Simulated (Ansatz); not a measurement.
# Calculations on C4H6ClN

## 1. Relaxation

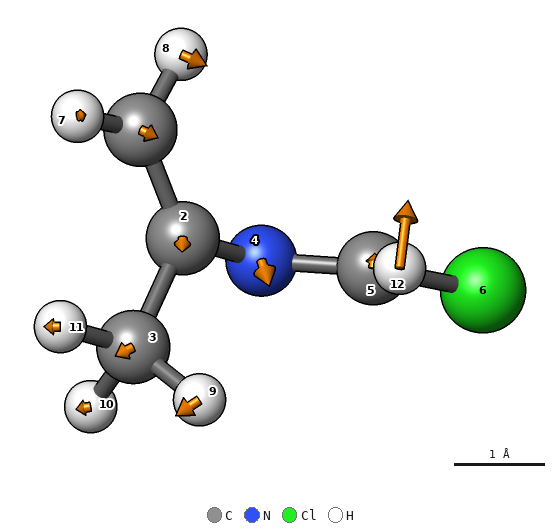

This is a relaxation of C$_{4}$H$_{6}$ClN. The starting structure is drawn; orange arrows show the displacements, at their true length. The two geometries are superimposed by the best rigid fit.

A ball-and-stick model, seen at a tilt.

The run prepares an end point of a later path (torsion) calculation, from a guessed geometry.

These are results of RKS CAM-B3LYP/cc-pVDZ (Ansatz), not measurements. (no spin polarisation; force threshold 0.015 eV/Å; at most 40 steps)

> Which element moves most?

Hydrogen: up to 0.83 Å, against 0.36 Å for nitrogen.

> What did the optimiser do to the structure, and how much energy did it gain?

After 10 accepted moves (14 points after the start) the energy has fallen by 0.467 eV. Largest force component: 3.3 eV/Å at the start, 0.01 eV/Å at the end. The line search rejected the trial steps at points 8, 9, 11, 13 of the run. An H atom moves most after the best rigid fit: 0.83 Å. Largest moves by element: H 0.83 Å, N 0.36 Å, C 0.24 Å, Cl 0.07 Å. Some distances before and after: C–N 1.316 → 1.252 Å, C–N 1.363 → 1.415 Å, C–Cl 1.704 → 1.745 Å, C–H 1.134 → 1.100 Å. Bond angles that change, for instance: Cl–C–H 117.9° → 112.5°, H–C–H 104.2° → 108.8°, C–N–C 114.0° → 118.5°. Groups turn about C–N by about 35°. The run took 68 s on 2 threads of Arm Neoverse V1, with other jobs on the host, peak memory 0.34 GiB.

## 2. Relaxation

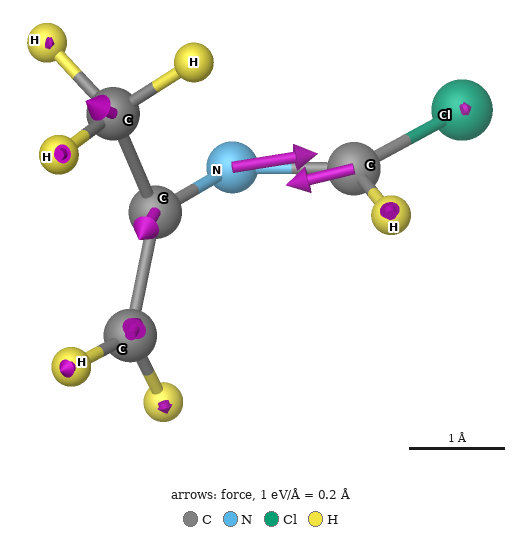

Starting geometry of C₄H₆ClN with the computed forces as purple arrows. The picture is a ball-and-stick view, seen from a free direction.

The run prepares an end point of a later path (torsion) calculation, from a guessed geometry.

These are results of RKS CAM-B3LYP/cc-pVDZ in Ansatz, not measurements. Set-up: no spin polarisation; force threshold 0.015 eV/Å; at most 40 steps.

Question: Is this structure relaxed? If not, where do the atoms go?

Answer: It isn't relaxed: the largest force vector, on the N atom, is 4.60 eV/Å. The final displacements have little in common with the starting forces (cosine between the two patterns 0.17). Over 10 accepted moves (13 points after the start) the energy falls by 45.2 kJ/mol. The largest force component goes from 3.9 to 0.0096 eV/Å. The line search rejected the trial steps at points 4, 10, 12 of the run. The atom that moves furthest after the best rigid fit is an H atom (0.57 Å). Largest moves by element: H 0.57 Å, N 0.35 Å, C 0.24 Å, Cl 0.23 Å. Near-neighbour distances that change, for instance: C–N 1.316 → 1.252 Å, C–N 1.363 → 1.415 Å, C–Cl 1.704 → 1.744 Å, C–H 1.134 → 1.099 Å. Bond angles that change, for instance: Cl–C–H 117.9° → 112.5°, H–C–H 104.2° → 109.2°, C–C–H 116.9° → 121.3°. Groups turn about C–N by about 30°. The run took 64 s on 2 threads of Arm Neoverse V1 (shared host), peak memory 0.34 GiB.

## 3. Path

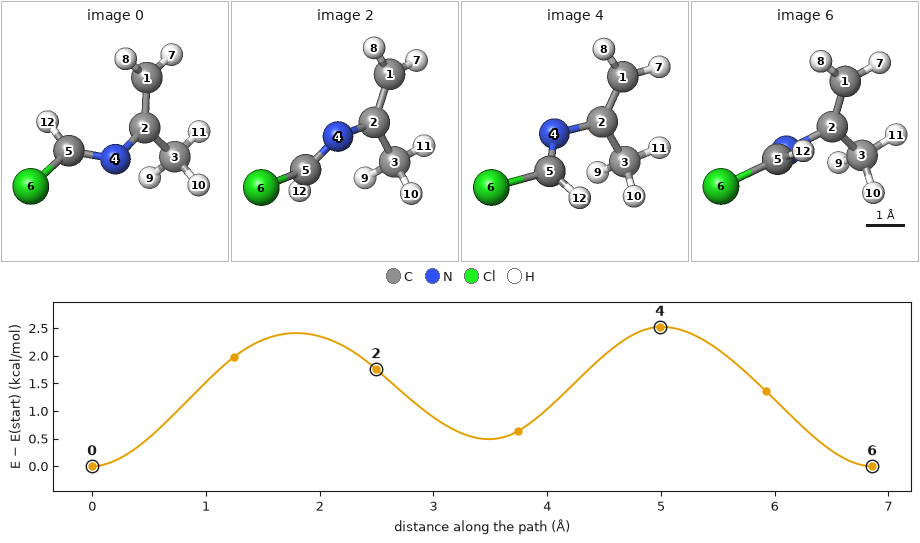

NEB run on C4H6ClN. Images are numbered from 0 (start) to 6 (end). A ball-and-stick model, seen at a tilt.

These are results of Ansatz, RKS CAM-B3LYP/cc-pVDZ, not measurements. Run with 5 movable images; climbing image; force threshold 0.03 eV/Å; iteration limit 60; starting path through a guess of the saddle point.

Describe the mechanism and the energy profile.

Answer. The two ends have the same energy, and the highest point, image 4, lies 2.52 kcal/mol above the start. The profile has 2 maxima (images 1, 4) with a dip at image 3 (+0.64 kcal/mol), so the process runs in steps. The path has more than one stage, and so few images may leave a stage unresolved. No bond forms or breaks between the ends. Bond angles that change up to the highest image, for instance: C3–C2–N4 113.1° → 116.1°, C1–C2–N4 122.1° → 119.4°. The band converged in 14 iterations. The largest component of the band force went from 70 to 0.029 eV/Å. The climbing image converged on the top of the path. Its vibrational analysis gives one imaginary mode (118i cm⁻¹), as a transition state must have.

Cost: 5.2 min on 2 threads of Arm Neoverse V1, with other jobs on the host, peak memory 0.35 GiB.
